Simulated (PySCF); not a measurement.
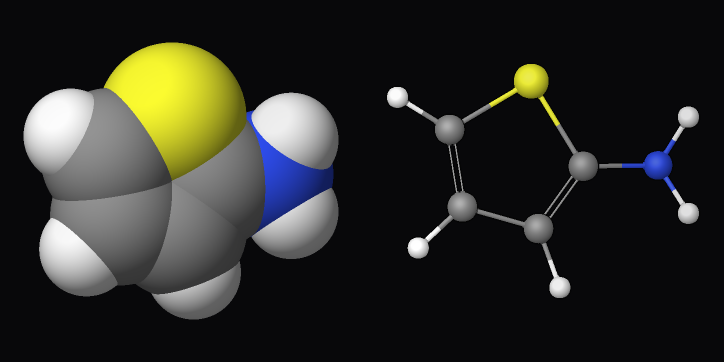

Both panels show the same species. Colours: nitrogen blue, carbon grey, sulfur yellow, hydrogen white.

The computed structure is the end point of a PBE0-D3(BJ)/def2-SVP optimisation. No frequency run is at hand to confirm it as a minimum.

> What is the molecular formula?

C4H5NS, 11 atoms: 4 carbon, 5 hydrogen, 1 nitrogen and 1 sulfur.

> Give the symmetry (Schoenflies symbol).

C1.

> Describe its rings.

Independent rings (smallest set): 1 of 5 members, 1 of them aromatic.

> Write the SMILES.

Nc1cccs1

> How many bonds of each kind are drawn?

3 C–C, 3 C–H, 2 C–S, 2 N–H, 1 C–N.

More results for the same structure follow; atom numbers are the same in all pictures, views and colours differ.

Geometry

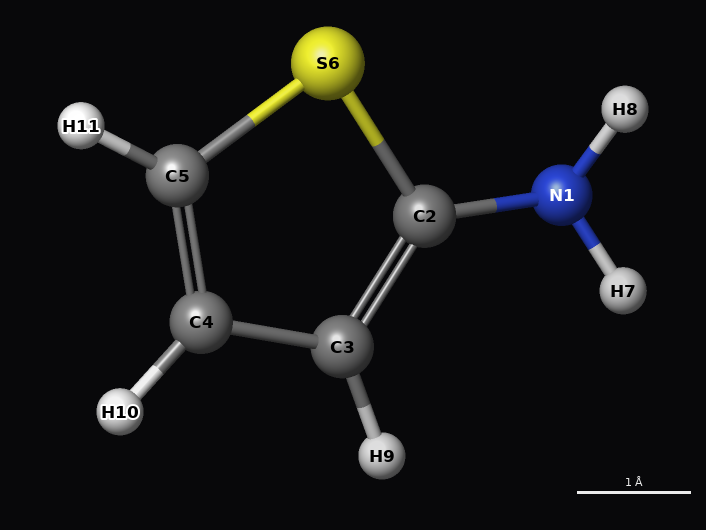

Atoms carry their numbers in the input. No frequency run is at hand to confirm it as a minimum.

> How are the neighbours of atom 5 arranged?

C5 has 3 neighbours (C4 at 1.36, S6 at 1.73, H11 at 1.09 Å); the arrangement is trigonal planar.

> Describe the coordination of atom 4.

C4 has 3 neighbours (C3 at 1.43, C5 at 1.36, H10 at 1.09 Å); the arrangement is trigonal planar.

> How are the neighbours of atom 3 arranged?

C3 has 3 neighbours (C2 at 1.38, C4 at 1.43, H9 at 1.09 Å); the arrangement is trigonal planar.

> How are the neighbours of atom 2 arranged?

C2 has 3 neighbours (N1 at 1.38, C3 at 1.38, S6 at 1.74 Å); the arrangement is trigonal planar.

> What is the dihedral angle C3–C2–S6–C5?

0° in size, that is syn (eclipsed).

Dipole moment

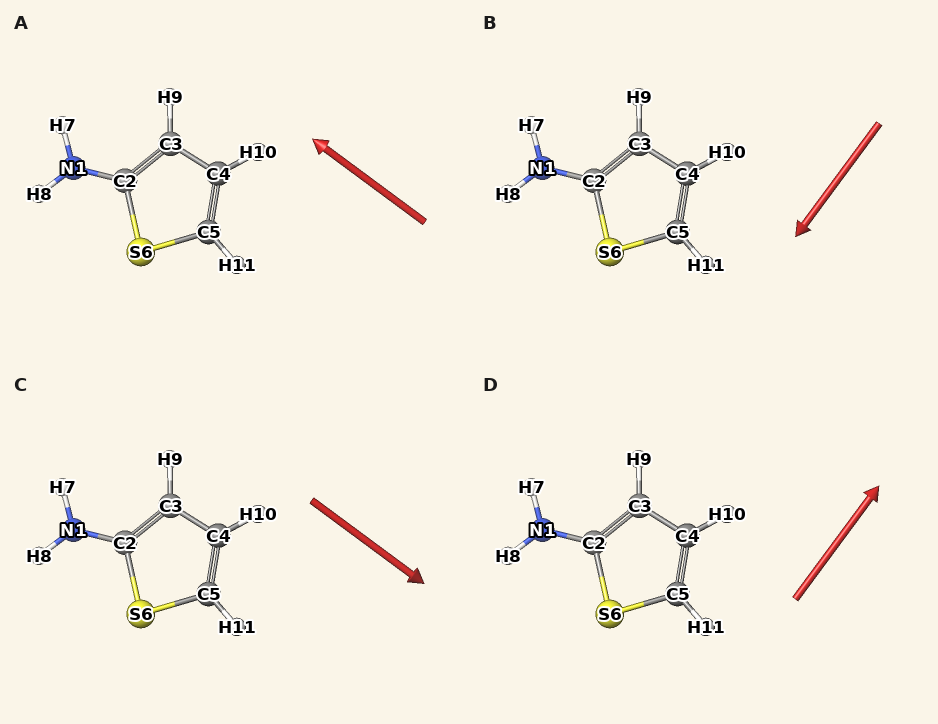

The same molecule four times, each with an arrow. No frequency run is at hand to confirm it as a minimum. Level of theory: KT3/pcSseg-2, gas phase (PySCF 2.14.0).

> Which arrow points along the dipole moment, from the negative to the positive end?

A. The dipole moment is 1.73 D; it points from the side of H11 to the side of H7 (the outermost atoms at the two ends).

NMR shielding

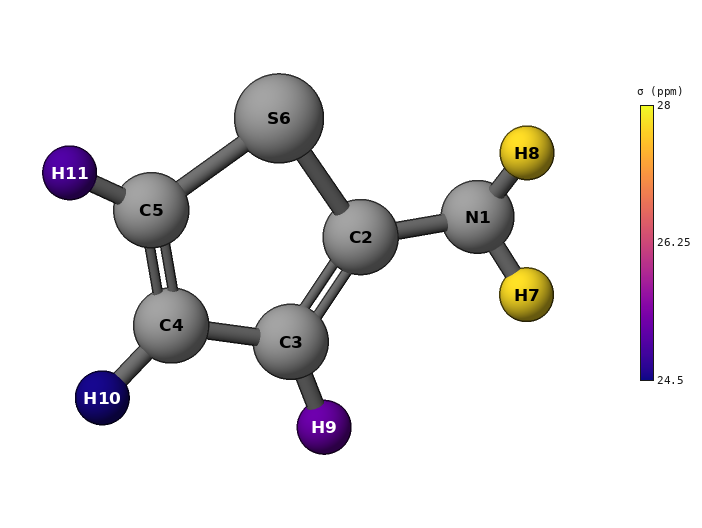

Atoms are coloured by their isotropic NMR shieldings (H only, the others grey). No frequency run is at hand to confirm it as a minimum. Properties computed with GIAO mPW1PW91/pcSseg-2 NMR shielding, non-relativistic, gas phase (PySCF 2.14.0).

> Which H atom is the most shielded (lowest chemical shift)?

H7 (27.74 ppm).

> Which H atom is the least shielded (highest chemical shift)?

H10 (24.55 ppm).

> How wide is the range of H shifts?

3.20 ppm.

List the isotropic NMR shieldings of the H atoms.

| atom | σ (ppm) |
| --- | --- |
| H7 | 27.74 |
| H8 | 27.73 |
| H9 | 25.20 |
| H10 | 24.55 |
| H11 | 24.97 |

Ring current

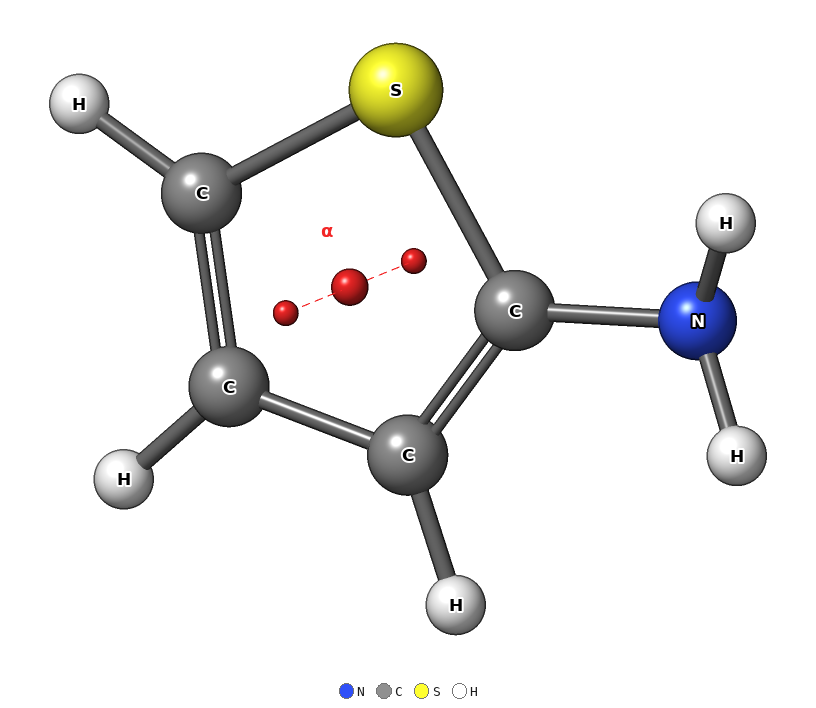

The small points mark where nucleus-independent chemical shifts (NICS) were computed: at the centre of each lettered ring and 1 Å above and below it. No frequency run is at hand to confirm it as a minimum. Method: GIAO mPW1PW91/pcSseg-2 NMR shielding, non-relativistic, gas phase (PySCF 2.14.0).

Give NICS(0), NICS(1) and the out-of-plane component NICS(1)zz for each ring (means of the two sides).

```
ring  members  NICS(0)  NICS(1)  NICS(1)zz
   α      C4S    −11.7     −8.0      −21.7
```

Values in ppm.

> What do the values say about the ring currents?

Ring α: diatropic, as in an aromatic ring. NICS is one index among several.
